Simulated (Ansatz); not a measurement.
Input file:

```
crystal:
  periodic: [false, false, false]
  atoms:
    - { symbol: Si, position_ang: [0.0, 0.0, 0.0] }
    - { symbol: H, position_ang: [0.0, 0.0, 1.71] }
    - { symbol: H, position_ang: [1.3768, 0.0, -0.4862] }
    - { symbol: H, position_ang: [-0.6877, 1.1914, -0.4862] }
    - { symbol: H, position_ang: [-0.6877, -1.1914, -0.4862] }
    - { symbol: C, position_ang: [0.0, 0.0, 3.12] }
    - { symbol: H, position_ang: [-0.5653, -0.8805, 3.4905] }
    - { symbol: H, position_ang: [1.0452, -0.0494, 3.4905] }
    - { symbol: H, position_ang: [-0.4798, 0.9298, 3.4905] }
magnetization:
  spin_polarized: true
  initial_magnetization: 1
basis:
  gaussian: { orbitals: "6-31G*" }
hamiltonian:
  xc: pbe
relax:
  f_tol: 0.15
  max_steps: 25
  restrain:
    - { distance: [1, 5], at: 2.31, k: 30.0 }
    - { distance: [0, 1], at: 1.46, k: 30.0 }
output:
  orbitals: {}
```

Launched as:

```sh
ansatz run input.yaml --threads 1 --pin off --max-ram 2048MiB --backend cpu --events-out ev --progress --plain --runs-dir out
```

The fields are those of the run's last geometry, not of the input's.

Not at a stationary point (largest force 0.6 eV/Å).

Computed with Ansatz 0.2.0, UKS PBE/6-31G*.

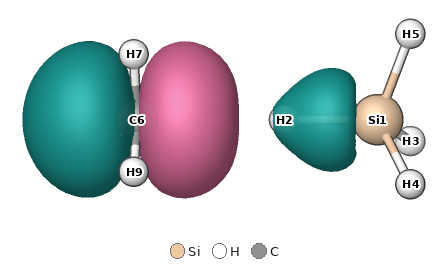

SiH4···CH3 (doublet). The HOMO (α) at ±0.1 Å⁻³ᐟ² (teal and pink are the two phases), seen from one side.

### Where does this orbital lie, and at what energy?

By Hirshfeld shares it lies mainly on C6 (about 75 %). Its energy is −4.88 eV.
